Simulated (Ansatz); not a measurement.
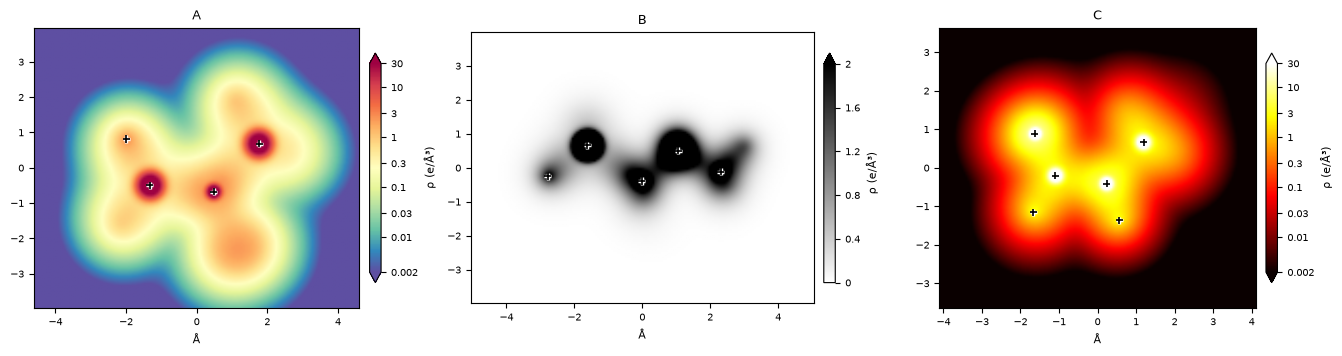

The electron density of 3 systems, each on a plane through atoms (crosses mark nuclei in the plane).

All numbers below come from Ansatz, RKS PBE0-D4/def2-TZVPP.

System 1: C$_{2}$H$_{8}$O$_{2}$Si (SMILES COC(O)[SiH3]), the plane of atoms O2, C3 and Si5. Geometry: PBE0-D4/def2-TZVP.

```xyz
13

C    -1.8933    0.6239   -0.1855
O    -0.8361   -0.2759   -0.4069
C     0.3596    0.0815    0.2251
O     0.9466    1.2446   -0.3092
Si    1.5825   -1.3567   -0.0388
H    -2.7982    0.1705   -0.5892
H    -1.7267    1.5805   -0.6942
H    -2.0370    0.8076    0.8892
H     0.1606    0.2334    1.3016
H     0.5723    2.0217    0.1141
H     0.9821   -2.6106    0.4843
H     1.8767   -1.4938   -1.4858
H     2.8313   -1.0615    0.7100
```

System 2: C$_{3}$H$_{7}$NO, the plane of atoms O5, C4 and H12. Geometry: PBE0-D4/def2-TZVP.

```yaml
atoms:
  - { symbol: C, position_ang: [-0.9569, 0.3682, 1.1327] }
  - { symbol: C, position_ang: [0.4641, 0.2611, 0.6084] }
  - { symbol: N, position_ang: [0.5993, -0.6860, -0.4767] }
  - { symbol: C, position_ang: [0.4603, -0.3298, -1.7711] }
  - { symbol: O, position_ang: [0.2642, 0.7971, -2.1654] }
  - { symbol: H, position_ang: [-1.0098, 1.0945, 1.9471] }
  - { symbol: H, position_ang: [-1.6300, 0.6951, 0.3383] }
  - { symbol: H, position_ang: [-1.3131, -0.5925, 1.5131] }
  - { symbol: H, position_ang: [1.1511, -0.0325, 1.4063] }
  - { symbol: H, position_ang: [0.7957, 1.2274, 0.2253] }
  - { symbol: H, position_ang: [0.6940, -1.6649, -0.2673] }
  - { symbol: H, position_ang: [0.5580, -1.1929, -2.4570] }
```

System 3: CH$_{5}$ClOSi$_{2}$, the plane of atoms C2, Si5 and H10. Geometry: PBE0-D4/def2-TZVP.

```xyz
10

Si   -1.3520   -0.7144   -0.4458
C     0.4149   -0.3886    0.1027
Cl    1.1650   -1.8506    0.7926
O     1.2588    0.2649   -0.8784
Si    1.1734    1.2182    0.4920
H    -1.9125    0.5661   -0.9512
H    -2.1327   -1.1831    0.7247
H    -1.3654   -1.7381   -1.5200
H     2.3793    1.2738    1.3394
H     0.4542    2.5007    0.3470
```

Match each panel to its system.

Panel A is system 3, CH$_{5}$ClOSi$_{2}$: the plane holds Si, C and H. Panel B is system 1, C$_{2}$H$_{8}$O$_{2}$Si: the plane holds C, O, Si and H. C–O (1.40 Å): ρ at the midpoint is about 2.1 e/Å³, with its minimum of 1.8 e/Å³ about 0.5 Å from C. Panel C is system 2, C$_{3}$H$_{7}$NO: the plane holds C, N, O and H. C–O (1.21 Å): ρ at the midpoint is about 3.4 e/Å³.
